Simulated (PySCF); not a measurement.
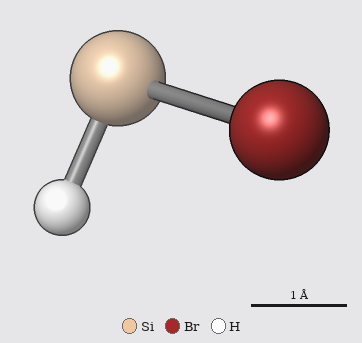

Starting structure of SiHBr. A ball-and-stick model, seen at a tilt.

The start comes from GFN2-xTB.

All numbers below come from PBE0-D3(BJ)/def2-SVP geometry optimisation, gas phase (PySCF).

```xyz
3

Si   -0.4106    0.7620   -0.0048
Br    1.6150   -0.2637   -0.0223
H    -1.1814   -0.5034    0.0020
```

### What does the optimiser find from here?

The energy falls by 0.60 kcal/mol in 2 geometry steps. Largest force component: 0.8 eV/Å at the start, 0.019 eV/Å at the end. H3 moves most after the best rigid fit: 0.029 Å. Largest moves by element: H 0.029 Å, Si 0.028 Å, Br 0.007 Å. Some distances before and after: Si1–H3 1.482 → 1.536 Å, Si1–Br2 2.270 → 2.252 Å.

History of the run:

```
step  E − E(0), kcal/mol  largest force component, eV/Å
   0                0.00                         0.7959
   1               -0.60                         0.0453
   2               -0.60                         0.0193
```

Final geometry:

```xyz
3

Si   -0.3879    0.7785   -0.0050
Br    1.6112   -0.2583   -0.0223
H    -1.2003   -0.5253    0.0022
```
